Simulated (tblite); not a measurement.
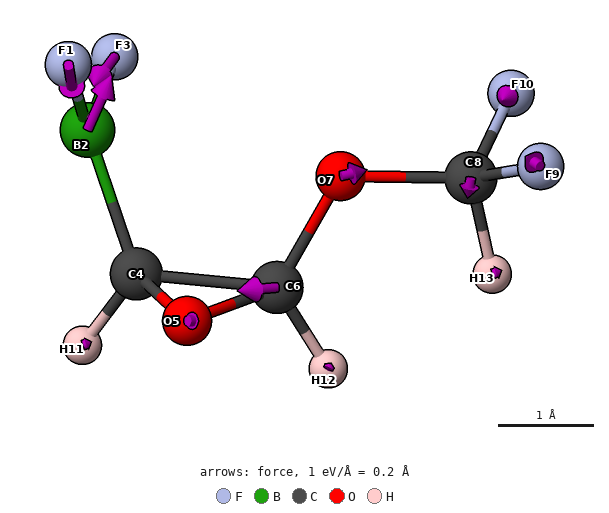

Starting geometry of C3H3BF4O2 with the computed forces as purple arrows. A ball-and-stick model, seen face on.

These are results of GFN2-xTB geometry optimisation, gas phase (tblite), not measurements. 

Question: Is this structure relaxed? If not, where do the atoms go?

Answer: It isn't relaxed: the largest force vector, on F1, is 4.11 eV/Å. The final displacements have little in common with the starting forces (cosine between the two patterns 0.27). The energy falls by 31.9 kcal/mol in 199 geometry steps. The atom that moves furthest after the best rigid fit is F9 (2.45 Å). Largest moves by element: F 2.45 Å, H 2.16 Å, O 1.48 Å, C 0.61 Å, B 0.58 Å. Near-neighbour distances that change, for instance: F1–B2 1.453 → 1.309 Å, B2–F3 1.429 → 1.310 Å, O5–C6 1.416 → 1.364 Å, C8–F10 1.375 → 1.336 Å. Bond angles that change, for instance: O7–C6–H12 121.0° → 107.3°, B2–C4–C6 113.9° → 127.1°, O5–C6–O7 110.8° → 121.1°. Groups turn about C6–O7 by about 160°, O7–C8 by about 25°. The run took 1.2 s on 1 thread of Arm Neoverse V1 (shared host).
